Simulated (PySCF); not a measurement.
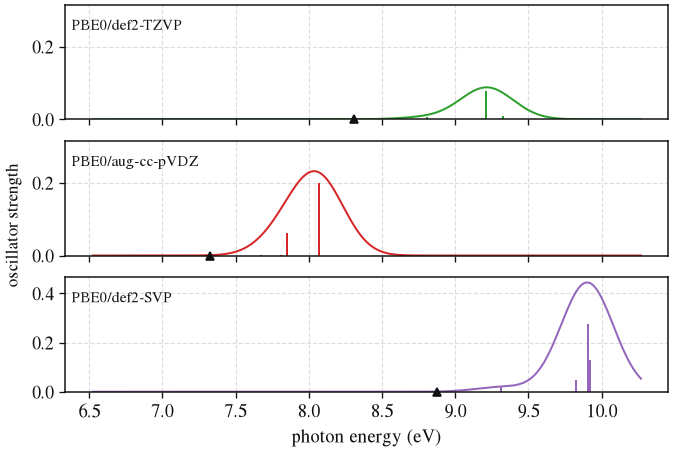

Vertical TDDFT spectra of C₆H₁₂ (cyclohexane), SMILES C1CCCCC1 at one geometry and several levels (PySCF, at a PBE0-D3(BJ)/def2-SVP geometry (no frequency check)); sticks with Gaussians of 1/e half-width 0.25 eV, the triangle marks S1, which has the same leading orbital pair at all these levels. Only the lowest states were computed, so the high end is incomplete. States within 0.01 eV of each other are merged, with their strengths summed. The highest state may be half of a pair whose partner wasn't computed.

**How far does S1 move with the level of theory?**

From lowest to highest: PBE0/aug-cc-pVDZ 7.32 eV, PBE0/def2-TZVP 8.31 eV, PBE0/def2-SVP 8.88 eV; a spread of 1.55 eV.

Caveats, for all or some of the runs: core orbitals are frozen in the response; def2-SVP has no diffuse functions, so states with Rydberg character are missing or too high; def2-TZVP has no diffuse functions, so states with Rydberg character are missing or too high; one conformer of a flexible molecule; states above the negative HOMO energy depend on the basis.
